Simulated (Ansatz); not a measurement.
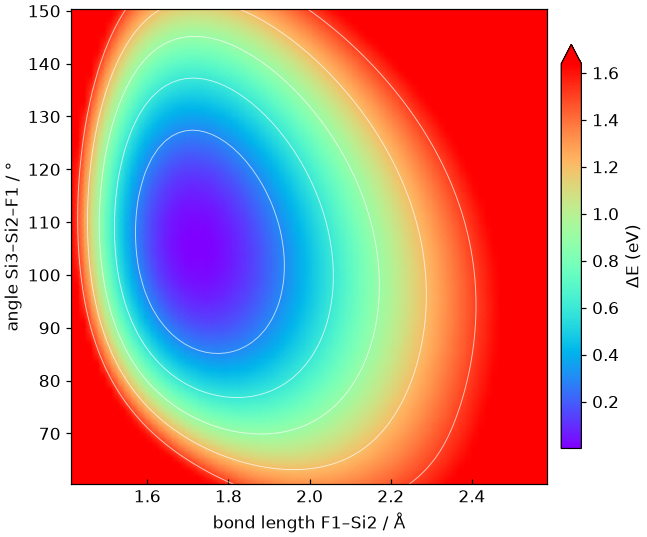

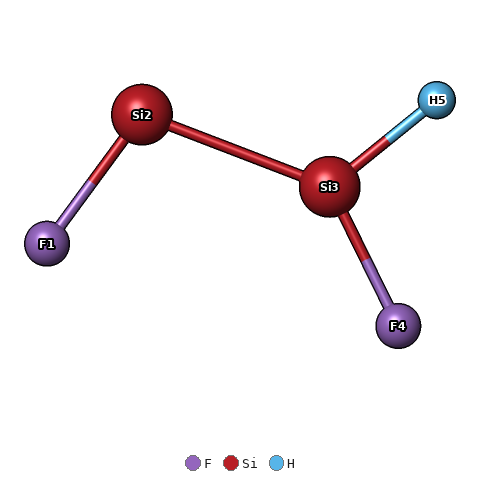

Energy landscape of F₂HSi₂, SMILES F[Si-]=[SiH]F, charge −1. Coordinates scanned: (1) bond length F1–Si2; (2) angle Si3–Si2–F1. Nothing is relaxed (all other coordinates rigid). The grid has 15 × 15 points. Points are written as (first, second). Energies: eV, counted from the relaxed molecule at the same level. The reference is spin-restricted, which grows unreliable where a bond is stretched far. These are results of RKS CAM-B3LYP-D4/def2-SVPD in Ansatz, not measurements.

The picture shows a smooth colour map with a few white contour lines, one colour for all values above the top of the scale. Between grid points the surface is interpolated. The second picture is the structure at the lowest point.

### What does the map say about the system?

The lowest grid point is at (1.748 Å, 105.4°), 0.006 eV from the relaxed molecule at the same level. No other kind of well shows on this grid. The highest grid point, (1.413 Å, 60.4°), lies 4.93 eV above the lowest. Round the minimum the two coordinates are weakly coupled (coupling 0.15 in units of the two stiffnesses).

Grid values (eV):

```
angle Si3–Si2–F1 ↓, bond length F1–Si2 →  1.413  1.497  1.580  1.664  1.748  1.832  1.915  1.999  2.083  2.166  2.250  2.334  2.417  2.501  2.585
                                   150.4   2.75   1.83   1.36   1.16   1.13   1.21   1.35   1.51   1.68   1.85   2.02   2.18   2.32   2.46   2.58
                                   143.9   2.47   1.55   1.07   0.88   0.86   0.95   1.09   1.27   1.46   1.65   1.83   2.00   2.16   2.31   2.45
                                   137.5   2.23   1.30   0.83   0.63   0.62   0.71   0.87   1.06   1.26   1.46   1.66   1.84   2.02   2.18   2.33
                                   131.1   2.03   1.10   0.62   0.43   0.41   0.51   0.68   0.88   1.09   1.30   1.51   1.70   1.88   2.06   2.22
                                   124.6   1.87   0.94   0.45   0.26   0.24   0.35   0.51   0.72   0.94   1.16   1.37   1.58   1.77   1.95   2.12
                                   118.2   1.77   0.82   0.34   0.13   0.12   0.22   0.39   0.60   0.82   1.04   1.26   1.48   1.67   1.86   2.04
                                   111.8   1.73   0.77   0.27   0.06   0.04   0.13   0.30   0.51   0.73   0.96   1.18   1.40   1.60   1.79   1.97
                                   105.4   1.75   0.78   0.26   0.04   0.01   0.09   0.25   0.46   0.68   0.91   1.13   1.35   1.55   1.74   1.92
                                    98.9   1.86   0.86   0.33   0.08   0.03   0.11   0.25   0.45   0.66   0.88   1.11   1.32   1.52   1.72   1.90
                                    92.5   2.06   1.03   0.46   0.19   0.12   0.17   0.30   0.48   0.69   0.90   1.11   1.32   1.52   1.71   1.89
                                    86.1   2.36   1.29   0.69   0.38   0.28   0.30   0.40   0.56   0.75   0.94   1.14   1.34   1.53   1.72   1.89
                                    79.6   2.80   1.68   1.02   0.67   0.51   0.49   0.56   0.69   0.85   1.02   1.20   1.39   1.56   1.74   1.91
                                    73.2   3.37   2.18   1.46   1.04   0.83   0.75   0.78   0.86   0.98   1.12   1.28   1.44   1.61   1.77   1.93
                                    66.8   4.09   2.81   2.01   1.50   1.22   1.08   1.04   1.07   1.15   1.25   1.38   1.52   1.66   1.81   1.96
                                    60.4   4.93   3.56   2.66   2.06   1.68   1.46   1.35   1.32   1.34   1.41   1.51   1.62   1.75   1.89   2.03
```

The input of one point:

```yaml
crystal:
  periodic: [false, false, false]
  atoms:
    - { symbol: F, position_ang: [-0.224803, -1.48975, 1.979471] }
    - { symbol: Si, position_ang: [-0.083206, 0.21833, 1.63608] }
    - { symbol: Si, position_ang: [0.058531, 0.363917, -0.552433] }
    - { symbol: F, position_ang: [0.06335, -0.697543, -1.871588] }
    - { symbol: H, position_ang: [0.194555, 1.708023, -1.210454] }
total_charge: -1
basis:
  gaussian: { orbitals: def2-SVPD }
hamiltonian:
  xc: { name: CAM-B3LYP }
  dispersion: d4
output:
  forces: true
```

The whole map (225 points run) took 8.8 min on 1 thread of Intel(R) Xeon(R) 6975P-C (Granite Rapids), with other jobs on the host.
